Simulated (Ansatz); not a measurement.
Cl3GaH3N

```xyz
8

Ga   -0.3435   -0.1781   -0.9572
Cl    0.6224    1.4632   -2.0166
Cl    0.4551   -2.1759   -1.2991
Cl   -2.4931   -0.0169   -0.6424
H     0.9573    1.0057    0.9902
N     0.3514    0.1806    0.9840
H     0.8860   -0.6236    1.3236
H    -0.4357    0.3448    1.6176
```

These are results of RKS B3LYP/def2-SVP (Ansatz), not measurements.

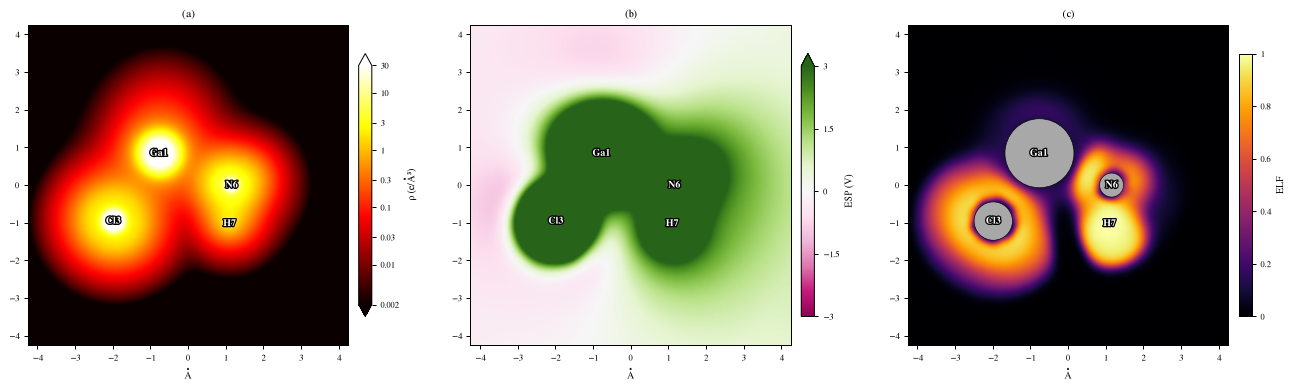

Figure 1. (a) electron density; (b) molecular electrostatic potential; (c) electron localisation function on the plane of atoms Ga1, N6 and H7. Grey discs cover the atomic cores in the ELF map.

### Describe what can be read from this map.

- The plane passes through Ga, Cl, N and H nuclei.
- Ga–N (2.09 Å): the density is about 0.52 e/Å³ at the midpoint; the ELF peaks at about 0.95 in the valence shell of N, 0.7 Å from its nucleus, and is about 0.35 at the midpoint.
- Ga–Cl (2.18 Å): ρ is about 0.64 e/Å³ halfway; the ELF peaks at about 0.85 in the valence shell of Cl, 0.8 Å from its nucleus, and is about 0.55 at the midpoint.
- N–H (1.02 Å): the density is about 2.8 e/Å³ at the midpoint; the ELF climbs to about 1 towards the hydrogen, as it does in any bond to H; an ordinary covalent bond to hydrogen.
- The ELF also peaks beside Cl3, away from the bonds: lone-pair regions.
- Outside the dense part of the molecule the potential is most negative (−0.9 V) near Cl3.

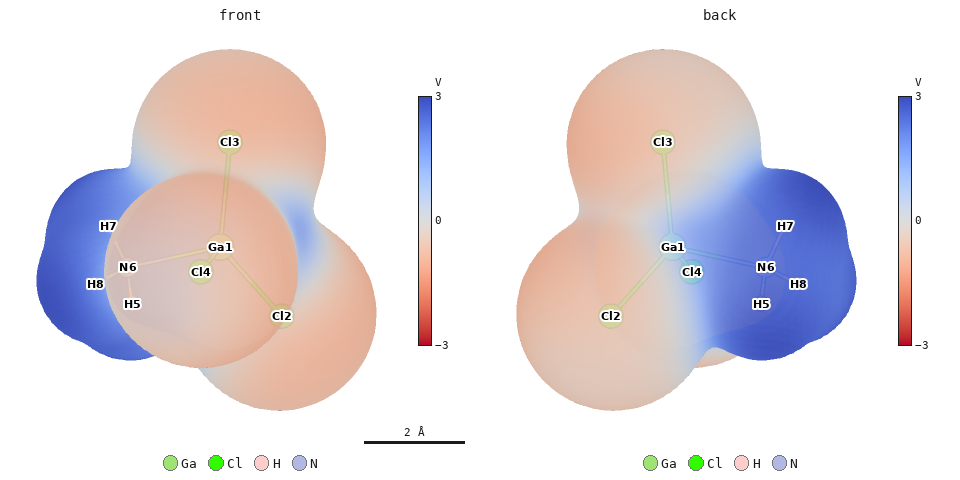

Figure 2. The electrostatic potential painted on the density surface at 0.002 e/bohr³, seen from the front and from behind; red is negative and blue positive.

### Where is the surface potential most negative and most positive?

The most negative region (about −1.0 V, or −23 kcal/mol for a unit charge) lies over Cl2, Cl3 and Cl4, the most positive (about +2.9 V, or +67 kcal/mol for a unit charge) over H5, H7 and H8.

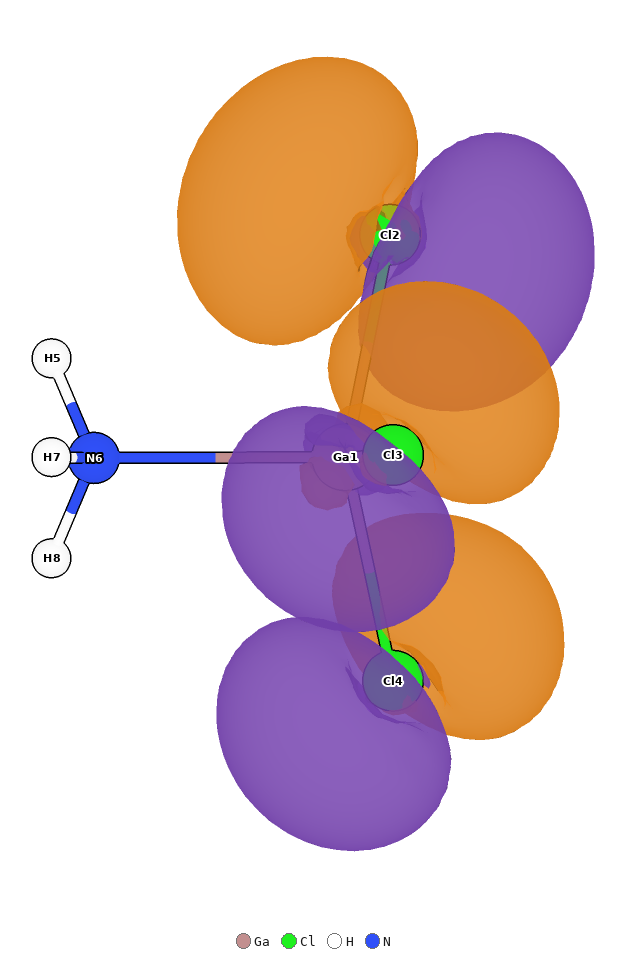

Figure 3. The HOMO−1 at ±0.08 Å⁻³ᐟ² (orange and purple are the two phases), seen from one side.

### Where does this orbital lie, and at what energy?

Its weight (Hirshfeld) is mainly on Cl2 (about 50 %), Cl3 (about 25 %) and Cl4 (about 25 %); largely a combination of lone pairs on Cl2, Cl3 and Cl4. It is one of a degenerate set, so its orientation is arbitrary. Its energy is −8.24 eV.
